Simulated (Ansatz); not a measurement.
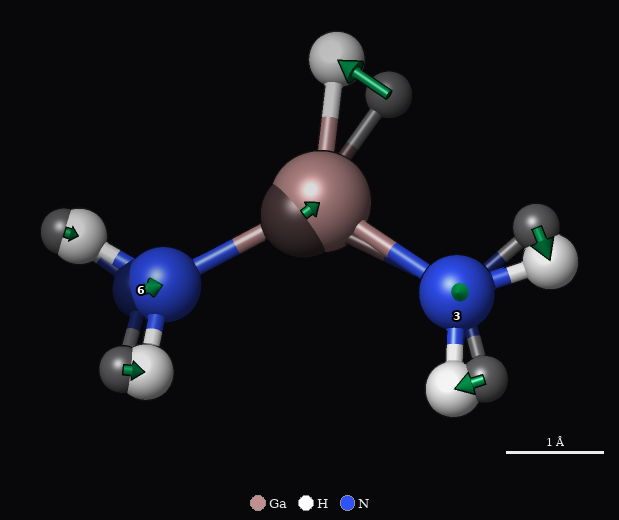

A relaxation of GaN2H5. The starting structure is drawn faded, the final one solid; green arrows show the displacements, at their true length. The two geometries are superimposed by the best rigid fit.

Style: ball-and-stick. Shown at a tilt.

The run prepares an end point of a later path (reaction) calculation, from a guessed geometry.

Theory: RKS PBE/def2-SVP (Ansatz 0.2.0). (no spin polarisation; force threshold 0.03 eV/Å; at most 50 steps)

> Describe the change and its energy.

An H atom moves most after the best rigid fit: 0.68 Å. Largest moves by element: H 0.68 Å, N 0.23 Å, Ga 0.22 Å. Near-neighbour distances that change, for instance: Ga–N 1.878 → 1.830 Å, Ga–H 1.553 → 1.564 Å, Ga–N 1.824 → 1.831 Å. Among the angles between lasting bonds that change: H–Ga–N 84.3° → 121.5°, H–Ga–N 145.3° → 121.5°, N–Ga–N 129.1° → 117.0°. Over 7 geometry steps the energy falls by 0.584 eV. The largest force component goes from 1.6 to 0.0035 eV/Å.
